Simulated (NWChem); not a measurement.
**One shape, several levels: C2H8Si2 (SMILES C=C[SiH2][SiH3])**

Aim: a comparison of 3 runs (HF/def2-SVP, B2PLYP/3-21G, PBE0/def2-SVP) of C2H8Si2. 

Program for the calculation: NWChem 7.3.0.

## 1. Starting point

C2H8Si2: 12 atoms, total charge 0, spin state singlet. SMILES: `C=C[SiH2][SiH3]`. The shape is that of a PBE0-D4/def2-TZVP optimisation. This is one conformer, not always the lowest.

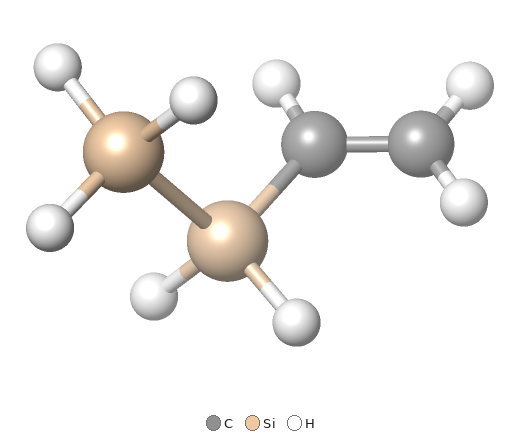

The structure, seen from a chosen angle (carbon grey, silicon light orange, hydrogen white).

## 2. Energy and forces at HF/def2-SVP (run 1)

Input file mol.nw:

```
start mol
memory total 2200 mb

geometry units angstroms noautosym nocenter noautoz
   C     0.261400    2.320900   -0.165300
   C     0.214400    1.230000    0.594600
   Si   -0.877500   -0.232200    0.226900
   Si    0.416100   -2.109800   -0.312200
   H    -0.363300    2.431200   -1.047200
   H     0.923200    3.152700    0.059300
   H     0.867900    1.181500    1.464700
   H    -1.718300   -0.565500    1.411800
   H    -1.772600    0.110700   -0.913100
   H     1.217600   -1.851600   -1.539100
   H     1.352900   -2.422400    0.802300
   H    -0.445000   -3.300800   -0.548800
end

basis spherical bse
   * library def2-SVP
end

scf
   thresh 1e-08
   maxiter 80
   print low
end

task scf gradient
```

Run with:

```console
$ nwchem mol.nw > mol.out
```

What it wrote:

```text
[...]
  functions       =   104
[...]
  wavefunction    = RHF
[...]
         Total SCF energy =   -657.987827249693
      One-electron energy =  -1297.944011337510
      Two-electron energy =    444.240638478580
 Nuclear repulsion energy =    195.715545609237
        Time for solution =     28.7s
[...]
                         RHF ENERGY GRADIENTS
    atom               coordinates                        gradient
                 x          y          z           x          y          z
   1 C       0.493974   4.385865  -0.312372   -0.000506   0.001883  -0.002423
   2 C       0.405157   2.324363   1.123631   -0.004493  -0.008408   0.000685
   3 Si     -1.658235  -0.438794   0.428779    0.009779   0.001335  -0.000524
   4 Si      0.786315  -3.986944  -0.589972   -0.004097   0.006591   0.001846
   5 H      -0.686537   4.594302  -1.978921   -0.000919  -0.000596  -0.000796
   6 H       1.744595   5.957739   0.112061    0.000729   0.000657   0.000442
   7 H       1.640093   2.232711   2.767882    0.000298  -0.000947   0.000825
   8 H      -3.247116  -1.068640   2.667915   -0.000610  -0.000330   0.001335
   9 H      -3.349728   0.209193  -1.725509   -0.000733   0.000710  -0.001225
  10 H       2.300930  -3.499017  -2.908477    0.000626   0.000298  -0.000912
  11 H       2.556610  -4.577672   1.516127    0.000697  -0.000227   0.000885
[...]
```

It took 36 s on 1 thread of AMD EPYC, shared host; peak memory 0.1 GiB.

## 3. The energy at B2PLYP/3-21G (run 2)

Input file c2h8si2.xyz:

```xyz
12
C2H8Si2
C      0.261400     2.320900    -0.165300
C      0.214400     1.230000     0.594600
Si    -0.877500    -0.232200     0.226900
Si     0.416100    -2.109800    -0.312200
H     -0.363300     2.431200    -1.047200
H      0.923200     3.152700     0.059300
H      0.867900     1.181500     1.464700
H     -1.718300    -0.565500     1.411800
H     -1.772600     0.110700    -0.913100
H      1.217600    -1.851600    -1.539100
H      1.352900    -2.422400     0.802300
H     -0.445000    -3.300800    -0.548800
```

Input file c2h8si2.nw:

```
start c2h8si2
title "C2H8Si2"
memory total 2200 mb
charge 0

geometry noautosym nocenter noautoz
   load c2h8si2.xyz
end

basis "ao basis" spherical bse
   * library 3-21G
end

dft
   xc hfexch 0.53 becke88 0.47 lyp 0.73 mp2 0.27
   dftmp2 semidirect
   grid xfine
   convergence energy 1e-08
   iterations 100
   mulliken
   print low
end

mp2
   freeze core 12
end

task dft energy
```

Run with:

```console
$ nwchem c2h8si2.nw > c2h8si2.out
```

What it wrote:

```text
[...]
 d= 0,ls=0.0,diis     1   -655.8995767773 -8.52D+02  7.91D-03  2.02D-01     6.8
[...]
 d= 0,ls=0.0,diis     8   -655.9324097868 -1.82D-09  9.27D-07  3.53D-09    39.8
         Total DFT energy =     -655.932409786793
      One electron energy =    -1294.434454190613
           Coulomb energy =      497.756870794190
    Exchange-Corr. energy =      -54.970371999608
 Nuclear repulsion energy =      195.715545609237
[...]
      Total Density - Mulliken Population Analysis
     ---------------------------------------------
    Atom       Charge   Shell Charges
 -----------   ------   -------------------------------------------------------
    1 C    6     6.37   1.99  0.40  1.61  0.97  1.40
    2 C    6     6.61   1.99  0.38  1.60  1.05  1.58
    3 Si  14    13.35   2.00  1.97  5.86  0.71  1.66  0.57  0.58
    4 Si  14    13.67   2.00  1.97  5.86  0.71  1.70  0.68  0.74
    5 H    1     0.80   0.48  0.32
    6 H    1     0.80   0.47  0.32
    7 H    1     0.79   0.47  0.32
    8 H    1     1.13   0.43  0.70
    9 H    1     1.13   0.43  0.70
   10 H    1     1.12   0.43  0.69
[...]
  Basis functions       =     60
[...]
```

Run time: 42 s. Hardware: 1 thread of AMD EPYC, shared host; peak memory 0.17 GiB.

## 4. Energy and forces at PBE0/def2-SVP (run 3)

Input file work.nw:

```
echo
start work
title "C2H8Si2 PBE0"
memory 2200 mb
charge 0

geometry units angstroms noautosym nocenter noautoz
   C     0.261400    2.320900   -0.165300
   C     0.214400    1.230000    0.594600
   Si   -0.877500   -0.232200    0.226900
   Si    0.416100   -2.109800   -0.312200
   H    -0.363300    2.431200   -1.047200
   H     0.923200    3.152700    0.059300
   H     0.867900    1.181500    1.464700
   H    -1.718300   -0.565500    1.411800
   H    -1.772600    0.110700   -0.913100
   H     1.217600   -1.851600   -1.539100
   H     1.352900   -2.422400    0.802300
   H    -0.445000   -3.300800   -0.548800
end

basis "ao basis" spherical bse
   * library def2-SVP
end

dft
   xc pbe0
   grid fine
   convergence energy 1e-08
   iterations 100
   mulliken
end

task dft gradient
```

Run with:

```console
$ nwchem work.nw > work.out
```

What it wrote (excerpt; [...] marks lines left out):

```text
[...]
          Wavefunction type:  closed shell.
          No. of atoms     :    12
          No. of electrons :    48
[...]
          Charge           :     0
          Spin multiplicity:     1
[...]
          AO basis - number of functions:   104
[...]
              XC Information
              --------------
                         PBE0 Method XC Functional
                     Hartree-Fock (Exact) Exchange  0.250
          PerdewBurkeErnzerhof Exchange Functional  0.750
            Perdew 1991 LDA Correlation Functional  1.000 local
           PerdewBurkeErnz. Correlation Functional  1.000 non-local
[...]
 d= 0,ls=0.0,diis     1   -659.3511046868 -8.55D+02  5.23D-03  2.31D-01     8.1
[...]
 d= 0,ls=0.0,diis    10   -659.3836060920 -1.11D-09  1.22D-07  1.29D-10    62.1
         Total DFT energy =     -659.383606091996
      One electron energy =    -1298.604203915412
           Coulomb energy =      498.751461373744
    Exchange-Corr. energy =      -55.246409159565
 Nuclear repulsion energy =      195.715545609237
[...]
      Total Density - Mulliken Population Analysis
     ---------------------------------------------
[...]
  wavefunction    = closed shell
                         DFT ENERGY GRADIENTS
    atom               coordinates                        gradient
                 x          y          z           x          y          z
   1 C       0.493974   4.385865  -0.312372   -0.000204  -0.002663   0.001666
   2 C       0.405157   2.324363   1.123631    0.001295   0.004330  -0.001183
   3 Si     -1.658235  -0.438794   0.428779    0.000444   0.001859  -0.000109
   4 Si      0.786315  -3.986944  -0.589972    0.000697  -0.000651  -0.000224
   5 H      -0.686537   4.594302  -1.978921    0.003776  -0.000996   0.005629
   6 H       1.744595   5.957739   0.112061   -0.004064  -0.005169  -0.001438
   7 H       1.640093   2.232711   2.767882   -0.003709   0.000421  -0.005148
   8 H      -3.247116  -1.068640   2.667915    0.001677   0.000945  -0.002113
   9 H      -3.349728   0.209193  -1.725509    0.001718  -0.000357   0.002209
  10 H       2.300930  -3.499017  -2.908477   -0.001534  -0.000537   0.002421
  11 H       2.556610  -4.577672   1.516127   -0.001781   0.000547  -0.002171
[...]
```

Wall time 74 s (1 thread of AMD EPYC, shared host); peak memory 0.12 GiB.

## 5. The series

| run | level | task | iteration cap | energy (Eh) | largest force (eV/Å) | wall time |
| --- | --- | --- | --- | --- | --- | --- |
| 1 | HF/def2-SVP | gradient | 80 | -657.987827 | 0.508 | 36 s |
| 2 | B2PLYP/3-21G | energy | 100 | -656.031877 | – | 42 s |
| 3 | PBE0/def2-SVP | gradient | 100 | -659.383606 | 0.352 | 74 s |

## 6. Summary of results

```
                       quantity          value
            run 3: total energy  -659.38361 Eh
           run 3: dipole moment         0.83 D
             run 3: HOMO energy       -7.62 eV
             run 3: LUMO energy       -0.48 eV
           run 3: HOMO–LUMO gap        7.14 eV
run 3: largest force on an atom     0.352 eV/Å
```

Totals of different functionals can't be ranked against each other. All runs together took 2.5 min, the longest 74 s.
